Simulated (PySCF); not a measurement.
# H11NSSi4: electronic excitations at several levels of theory, part 1 of 2

How much do the electronic excitations of H11NSSi4 (`[SiH3]S[SiH2]N([SiH3])[SiH3]`) depend on the level of theory, and what does each level cost?

Computed with PySCF 2.14.0, with density-fitted response routines of our own, on a single molecule in the gas phase. Atoms count from 0, in the outputs and in this text.

### 1 The starting structure

17 atoms, charge 0, multiplicity 1; geometry from: GFN2-xTB.

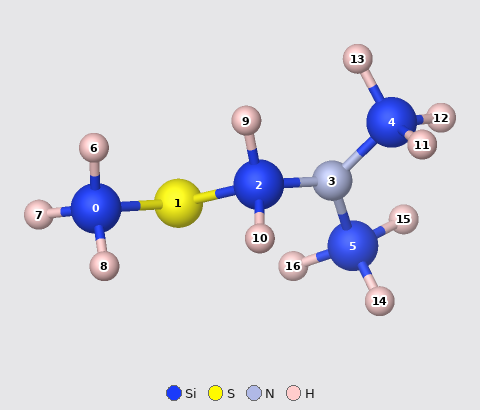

As it starts; silicon blue, sulfur yellow, nitrogen light blue, hydrogen pink, atoms numbered; sticks join atoms by distance.

### 2 Geometry optimisation at PBE0-D3(BJ)/def2-SVP

Job settings and geometry (Å):

```
{"job": {"xc": "PBE0", "basis": "def2-SVP", "d3": "d3bj", "grid": 1, "kind": "geom"}, "charge": 0, "multiplicity": 1}
Si     3.458114    -0.266135    -1.106563
S      1.507987     0.581676    -1.347017
Si     0.416295    -0.467039     0.164316
N     -1.211694     0.103621     0.176871
Si    -2.481097    -1.058895     0.465390
Si    -1.518842     1.826606     0.291140
H      3.367941    -1.718700    -1.202345
H      4.214443     0.320392    -2.198441
H      3.979814     0.112832     0.202256
H      0.432817    -1.883106    -0.179579
H      1.082236    -0.232885     1.446626
H     -2.454801    -1.457498     1.876894
H     -3.744544    -0.416833     0.123071
H     -2.225871    -2.221404    -0.382596
H     -1.363839     2.233223     1.693434
H     -2.894928     2.026194    -0.153469
H     -0.571028     2.529982    -0.560549
```

Run with:

```bash
> OMP_NUM_THREADS=1 python probes_run.py task.json out
```

The driver reads the jobs from task.json and runs them one after another.

What it wrote:

```text
step   0  E = -1616.40181484  max force = 0.016107
step   1  E = -1616.40898004  max force = 0.003445
step   2  E = -1616.40937225  max force = 0.001350
step   3  E = -1616.40968911  max force = 0.001967
step   4  E = -1616.41020452  max force = 0.004401
step   5  E = -1616.41072325  max force = 0.006624
step   6  E = -1616.41117725  max force = 0.003643
step   7  E = -1616.41137891  max force = 0.000563
step   8  E = -1616.41143734  max force = 0.000504
step   9  E = -1616.41150489  max force = 0.000884
step  10  E = -1616.41166254  max force = 0.001478
step  11  E = -1616.41186132  max force = 0.001832
step  12  E = -1616.41212987  max force = 0.002089
step  13  E = -1616.41248479  max force = 0.001001
step  14  E = -1616.41264680  max force = 0.001205
step  15  E = -1616.41277907  max force = 0.001362
step  16  E = -1616.41295172  max force = 0.001241
step  17  E = -1616.41307615  max force = 0.001416
step  18  E = -1616.41312321  max force = 0.000741
step  19  E = -1616.41313757  max force = 0.000702
step  20  E = -1616.41315221  max force = 0.000356
optimisation converged
```

Wall time 4.6 min (1 thread, shared host).

Along the way:

```
step  energy from step 0 (eV)  largest force component (eV/Å)
   0                   0.0000                          0.8283
   1                  -0.1950                          0.1771
   2                  -0.2056                          0.0694
   3                  -0.2143                          0.1011
   4                  -0.2283                          0.2263
   5                  -0.2424                          0.3406
   6                  -0.2548                          0.1873
   7                  -0.2603                          0.0290
   8                  -0.2618                          0.0259
   9                  -0.2637                          0.0455
  10                  -0.2680                          0.0760
  11                  -0.2734                          0.0942
  12                  -0.2807                          0.1074
  13                  -0.2903                          0.0515
  14                  -0.2948                          0.0620
  15                  -0.2984                          0.0700
  16                  -0.3030                          0.0638
  17                  -0.3064                          0.0728
  18                  -0.3077                          0.0381
  19                  -0.3081                          0.0361
  20                  -0.3085                          0.0183
```

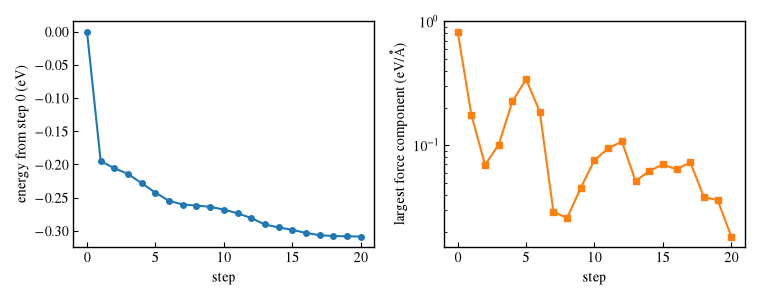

Energy and force, step by step.

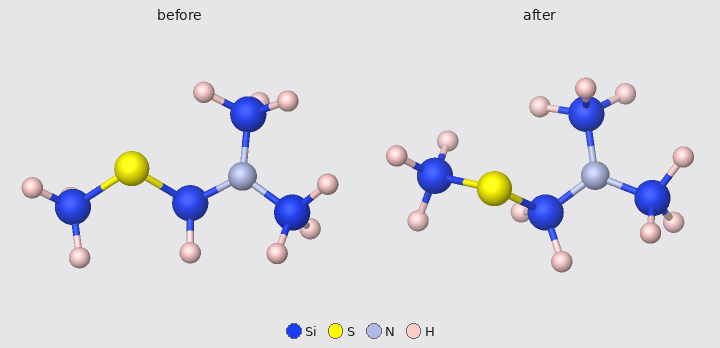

The geometry before (left) and after (right).

Distances of close pairs at the start and the end, largest changes first:

```
   bond  before (Å)  after (Å)  change (Å)
 Si0–H7       1.452      1.490      +0.038
Si5–H16       1.455      1.493      +0.038
Si4–H12       1.458      1.494      +0.036
 Si0–H6       1.459      1.493      +0.034
 Si0–H8       1.459      1.492      +0.033
 Si2–H9       1.457      1.490      +0.033
Si5–H15       1.460      1.493      +0.033
Si4–H13       1.461      1.493      +0.032
```

The end geometry stands in the next job.

```
                         at the end point                value
  point group (found at 0.08 Å tolerance)                   C1
rotational constants (GHz, main isotopes)  2.307, 0.638, 0.559
                        dipole moment (D)                 1.04
```

### 3 Ultraviolet spectrum: CAM-B3LYP/def2-SVPD

Job settings and geometry (Å):

```
{"job": {"kind": "uv", "xc": "CAM-B3LYP", "basis": "def2-SVPD", "ip": true}, "charge": 0, "multiplicity": 1}
Si     3.159084     0.206776    -1.466955
S      1.195722    -0.411918    -2.096723
Si     0.428734    -1.102307    -0.204054
N     -1.007605    -0.207788     0.200738
Si    -2.545457    -1.014315     0.467885
Si    -0.907301     1.551304     0.227372
H      3.966391    -0.953037    -0.986215
H      3.802592     0.798254    -2.673782
H      3.075382     1.224975    -0.379183
H      0.055921    -2.542488    -0.294394
H      1.518576    -0.916816     0.802142
H     -2.616517    -1.655306     1.816467
H     -3.619155     0.019255     0.368964
H     -2.764067    -2.069162    -0.566004
H     -1.713287     2.070570     1.372825
H     -1.420646     2.165845    -1.032221
H      0.524603     1.929397     0.417584
```

Level: TDDFT CAM-B3LYP/def2-SVPD, vertical, gas phase, core orbitals frozen in the response.

What it wrote:

```text
coarse grid: 16008 points
cycle   1  E = -1616.8545828670  dE =  1.241e-02  |g| = 4.995e-01  |ddm| = 4.677e+00
cycle   2  E = -1616.8487996920  dE =  5.783e-03  |g| = 5.503e-01  |ddm| = 1.386e+00
cycle   3  E = -1616.9176159102  dE = -6.882e-02  |g| = 8.212e-02  |ddm| = 6.949e-01
cycle   4  E = -1616.9191669425  dE = -1.551e-03  |g| = 2.939e-02  |ddm| = 1.601e-01
cycle   5  E = -1616.9194326915  dE = -2.657e-04  |g| = 5.355e-03  |ddm| = 6.243e-02
cycle   6  E = -1616.9194423467  dE = -9.655e-06  |g| = 6.515e-04  |ddm| = 1.357e-02
final grid: 129536 points
cycle   7  E = -1617.1068430752  dE = -6.667e-06  |g| = 1.551e-03  |ddm| = 3.171e-02
cycle   8  E = -1617.1068427859  dE =  2.892e-07  |g| = 2.017e-03  |ddm| = 5.008e-03
cycle   9  E = -1617.1068436924  dE = -9.064e-07  |g| = 1.368e-04  |ddm| = 2.111e-03
cycle  10  E = -1617.1068436979  dE = -5.507e-09  |g| = 6.087e-05  |ddm| = 4.171e-04
cycle  11  E = -1617.1068436992  dE = -1.308e-09  |g| = 1.026e-05  |ddm| = 1.479e-04
cycle  12  E = -1617.1068436992  dE = -6.048e-11  |g| = 3.964e-06  |ddm| = 3.460e-05
converged SCF energy = -1617.1068436992

Static polarisability (au): isotropic 134.526, principal 115.900 125.465 162.214

Singlet excitations
state   eV       nm        f      main configurations
  1   6.0964    203.4   0.01831   H->L 0.68, H->L+1 0.09
  2   6.3281    195.9   0.00804   H->L+1 0.57, H-1->L 0.26
  3   6.4583    192.0   0.00742   H->L+2 0.24, H->L+3 0.22, H-1->L 0.19
  4   6.8222    181.7   0.03067   H-1->L 0.24, H->L+3 0.13, H->L 0.08
  5   6.9433    178.6   0.02280   H-1->L+1 0.50, H-1->L 0.11, H->L+4 0.10
  6   7.1294    173.9   0.04249   H->L+4 0.35, H->L+2 0.14, H->L+7 0.10
  7   7.2261    171.6   0.04106   H-1->L+3 0.35, H->L+3 0.24, H-1->L+2 0.09
  8   7.3551    168.6   0.01323   H->L+2 0.29, H-1->L+3 0.15, H->L+7 0.14
  9   7.5342    164.6   0.05008   H->L+7 0.15, H-2->L 0.12, H->L+4 0.09
 10   7.6564    161.9   0.00833   H-1->L+4 0.28, H-1->L+2 0.22, H-1->L+3 0.17

Triplet excitations (Tamm-Dancoff, eV): 5.7364 6.0126 6.1343 6.4976
Vertical ionisation energy (delta-SCF) = 9.2983 eV
```

Run time: 3.3 min. Hardware: 1 thread, shared host.

Frontier orbitals and where they lie:

```
orbital      eV                        atoms
 HOMO−3  -10.72  Si0 17 %, Si2 16 %, S1 14 %
 HOMO−2  -10.24  S1 55 %, Si0 11 %, Si2 10 %
 HOMO−1   -9.13    N3 32 %, S1 22 %, Si2 8 %
   HOMO   -8.72    S1 55 %, N3 15 %, Si0 8 %
   LUMO    0.54  S1 18 %, Si0 13 %, Si2 11 %
 LUMO+1    0.70  S1 20 %, Si0 14 %, Si2 13 %
 LUMO+2    1.00  Si0 29 %, S1 17 %, Si5 10 %
```

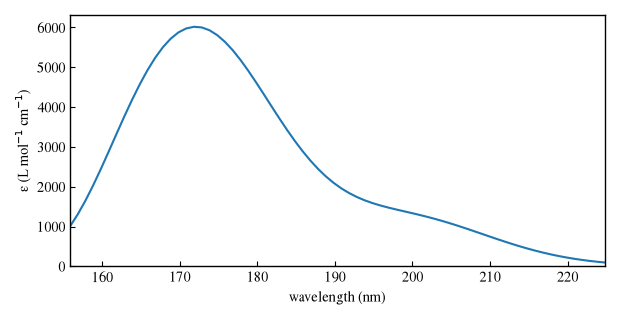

Absorption spectrum: each of the 10 states is a Gaussian band of 0.4 eV half-width at 1/e. Beyond the last state computed it falls off for lack of states.

Ground-state properties from the same run:

```
           property  computed
  dipole moment (D)      0.99
polarisability (Å³)     19.93
 HOMO–LUMO gap (eV)      9.26
      −ε(HOMO) (eV)      8.72
```

### 4 Ultraviolet spectrum: wB97X-D/def2-SVPD

Settings changed since step 3:

```diff
@@ -1,2 +1,2 @@
-{"job": {"kind": "uv", "xc": "CAM-B3LYP", "basis": "def2-SVPD", "ip": true}, "charge": 0, "multiplicity": 1}
+{"job": {"kind": "uv", "xc": "wB97X-D", "basis": "def2-SVPD", "ip": true}, "charge": 0, "multiplicity": 1}
 Si     3.159084     0.206776    -1.466955
```

Level: TDDFT wB97X-D/def2-SVPD, vertical, gas phase, core orbitals frozen in the response.

What it wrote:

```text
coarse grid: 16008 points
cycle   1  E = -1616.8197990967  dE = -1.396e-02  |g| = 4.836e-01  |ddm| = 4.642e+00
cycle   2  E = -1616.8340465812  dE = -1.425e-02  |g| = 4.616e-01  |ddm| = 1.492e+00
cycle   3  E = -1616.8831124195  dE = -4.907e-02  |g| = 7.054e-02  |ddm| = 6.283e-01
cycle   4  E = -1616.8843303143  dE = -1.218e-03  |g| = 2.704e-02  |ddm| = 1.696e-01
cycle   5  E = -1616.8845582015  dE = -2.279e-04  |g| = 4.871e-03  |ddm| = 6.976e-02
cycle   6  E = -1616.8845666985  dE = -8.497e-06  |g| = 7.931e-04  |ddm| = 1.628e-02
final grid: 129536 points
cycle   7  E = -1617.0779755773  dE = -7.025e-05  |g| = 7.526e-03  |ddm| = 1.008e-01
cycle   8  E = -1617.0779735578  dE =  2.019e-06  |g| = 8.178e-03  |ddm| = 2.089e-02
cycle   9  E = -1617.0779882532  dE = -1.470e-05  |g| = 7.816e-04  |ddm| = 9.501e-03
cycle  10  E = -1617.0779884155  dE = -1.623e-07  |g| = 2.178e-04  |ddm| = 1.651e-03
cycle  11  E = -1617.0779884354  dE = -1.990e-08  |g| = 6.575e-05  |ddm| = 6.787e-04
cycle  12  E = -1617.0779884374  dE = -1.963e-09  |g| = 1.358e-05  |ddm| = 1.897e-04
cycle  13  E = -1617.0779884375  dE = -1.278e-10  |g| = 3.998e-06  |ddm| = 4.463e-05
converged SCF energy = -1617.0779884375

Static polarisability (au): isotropic 134.443, principal 115.689 125.485 162.156

Singlet excitations
state   eV       nm        f      main configurations
  1   6.1700    200.9   0.01888   H->L 0.62, H->L+1 0.14
  2   6.3781    194.4   0.00830   H->L+1 0.49, H-1->L 0.32, H->L 0.10
  3   6.5404    189.6   0.00727   H->L+2 0.46, H-1->L 0.15, H->L+1 0.15
  4   6.8652    180.6   0.03222   H-1->L 0.24, H->L+2 0.11, H->L 0.10
  5   7.0260    176.5   0.02023   H-1->L+1 0.47, H->L+4 0.11, H-1->L 0.10
  6   7.1790    172.7   0.04987   H->L+4 0.39, H->L+5 0.12
  7   7.3620    168.4   0.03024   H-1->L+2 0.40, H->L+3 0.15, H-1->L+3 0.12
  8   7.5072    165.2   0.01431   H->L+3 0.20, H->L+6 0.18, H->L+5 0.16
  9   7.6513    162.0   0.05324   H-1->L+4 0.18, H-2->L 0.17, H-2->L+1 0.16
 10   7.7683    159.6   0.00619   H-1->L+4 0.29, H-1->L+3 0.12, H->L+6 0.10

Triplet excitations (Tamm-Dancoff, eV): 5.8407 6.0899 6.2601 6.5818
Vertical ionisation energy (delta-SCF) = 9.3087 eV
```

Run time: 3.2 min. Hardware: 1 thread, shared host.

This run: HOMO -9.27 eV, LUMO 1.26 eV; lowest singlet 6.17 eV.

(Continued in part 2 of 2.)
